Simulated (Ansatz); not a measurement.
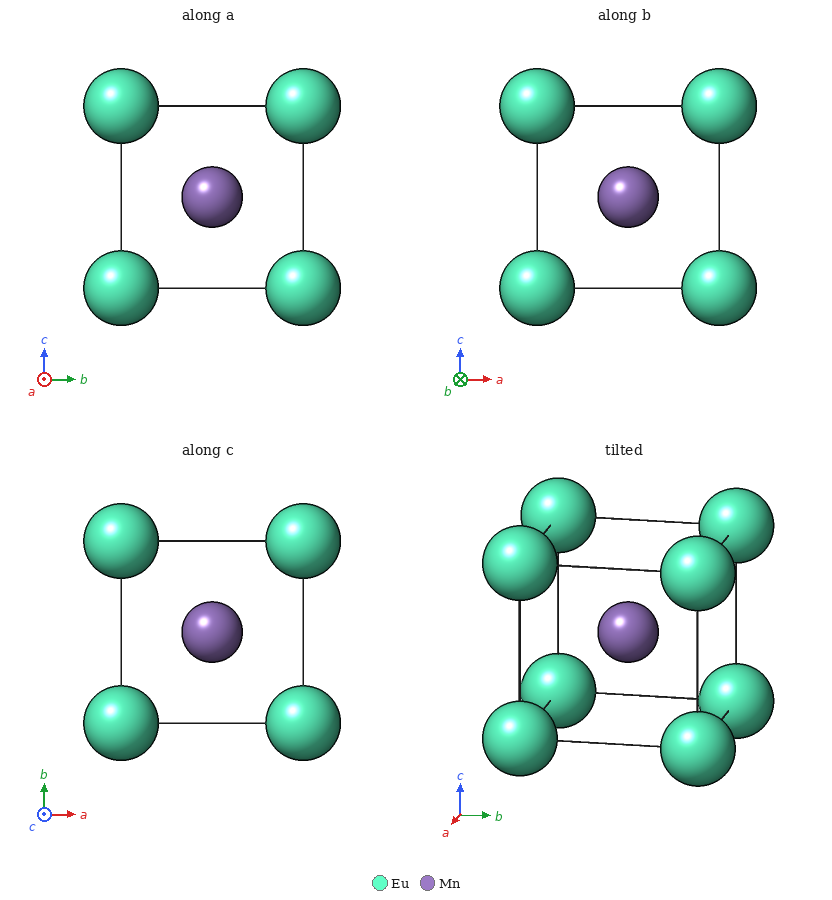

An orthographic spheres-only view of the structure, along the a axis, along the b axis, along the c axis and slightly off an axis. Lines trace the edges of the conventional unit cell.

Lattice parameters: a = 3.845 Å, b = 3.845 Å, c = 3.845 Å, α = 90.00°, β = 90.00°, γ = 90.00°. Put a along x and b in the xy plane.

> Transcribe the picture into a POSCAR file.

```
Eu Mn
1.0
     3.845    0.000    0.000
     0.000    3.845    0.000
     0.000    0.000    3.845
Eu Mn
1 1
Direct
  0.0000 0.0000 0.0000
  0.5000 0.5000 0.5000
```

The initial geometry was a structure type filled with these elements by a generator (whether the compound takes this form wasn't checked). The cell was then strained or its atoms displaced on purpose. An electronic-structure calculation with Ansatz was run on it.
